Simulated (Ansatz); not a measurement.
**C2H9NSn (SMILES CC[NH][SnH3]): density, localisation and related maps**

Input file:

```
crystal:
  periodic: [false, false, false]
  atoms:
    - {symbol: C, position_ang: [-0.369706, 2.035593, -0.154222]}
    - {symbol: C, position_ang: [-0.542201, 0.571257, 0.200728]}
    - {symbol: N, position_ang: [0.628924, -0.201672, -0.179671]}
    - {symbol: Sn, position_ang: [0.525503, -2.224585, -0.084099]}
    - {symbol: H, position_ang: [-1.261730, 2.611394, 0.105835]}
    - {symbol: H, position_ang: [-0.176432, 2.149370, -1.222817]}
    - {symbol: H, position_ang: [0.475483, 2.468823, 0.389240]}
    - {symbol: H, position_ang: [-0.792767, 0.488622, 1.271306]}
    - {symbol: H, position_ang: [-1.405141, 0.170729, -0.344286]}
    - {symbol: H, position_ang: [1.458660, 0.166110, 0.269508]}
    - {symbol: H, position_ang: [2.078082, -2.806325, -0.479670]}
    - {symbol: H, position_ang: [-0.651569, -2.685441, -1.229142]}
    - {symbol: H, position_ang: [0.053193, -2.778577, 1.471989]}
basis:
  gaussian: {orbitals: def2-TZVPP}
hamiltonian: {xc: pbe0, dispersion: d4}
output: {orbitals: {seedname: orbitals}}
```

Launched as:

```sh
ansatz run in.yaml --threads 4 --pin off --events-out ev --progress --plain --max-ram 10444MiB
```

Geometry: PBE0-D4/def2-TZVP; core potentials replace the inner electrons of Sn.

Level of theory: Ansatz 0.2.0, RKS PBE0-D4/def2-TZVPP.

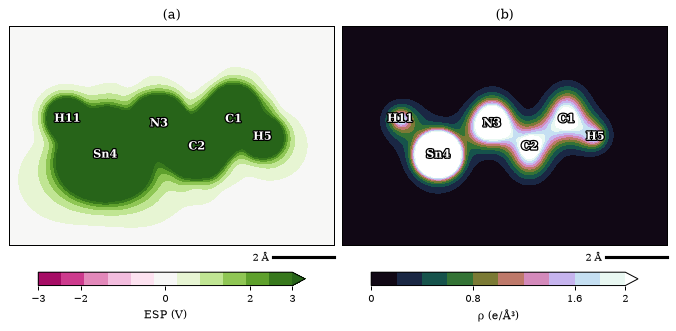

Figure 1. (a) molecular electrostatic potential; (b) electron density on the plane of atoms N3, Sn4 and H11.

Q: What does the map show?

A:
- The section cuts through C, N, Sn and H sites.
- C–N (1.45 Å): ρ is about 1.9 e/Å³ halfway.
- C–C (1.52 Å): the density is about 1.7 e/Å³ at the midpoint.
- Sn–N (2.03 Å): the density is about 0.81 e/Å³ at the midpoint.
- C–H (1.09 Å): ρ at the midpoint is about 2 e/Å³.
- Sn–H (1.70 Å): the density is about 1.2 e/Å³ at the midpoint.
- The potential has no marked negative region in this plane.

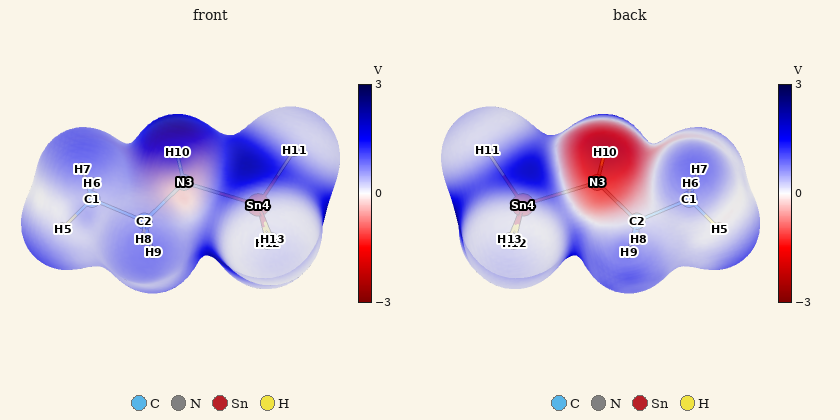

Figure 2. The molecular electrostatic potential painted on the density surface at 0.004 e/bohr³, seen from the front and from behind; the colour scale runs from red (negative) to blue (positive).

Q: Where is the surface potential most negative and most positive?

A: The most negative region (about −1.8 V) lies over N3, the most positive (about +2.2 V) over Sn4. N3 is the likeliest acceptor of a hydrogen bond.

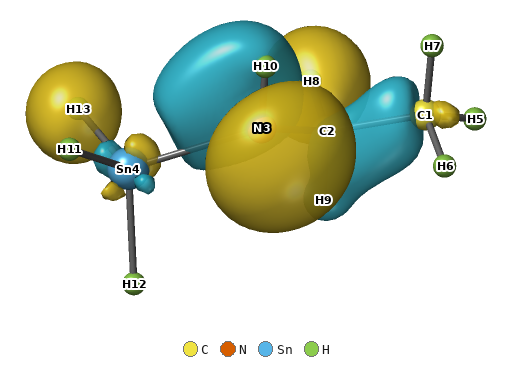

Figure 3. The HOMO at ±0.1 Å⁻³ᐟ² (yellow and cyan are the two phases), seen at an oblique angle.

Q: Where does this orbital lie, and at what energy?

A: By Hirshfeld shares it lies mainly on N3 (about 60 %), Sn4 (about 10 %), C2 (about 10 %) and H8 (about 5 %). Its energy is −6.51 eV.
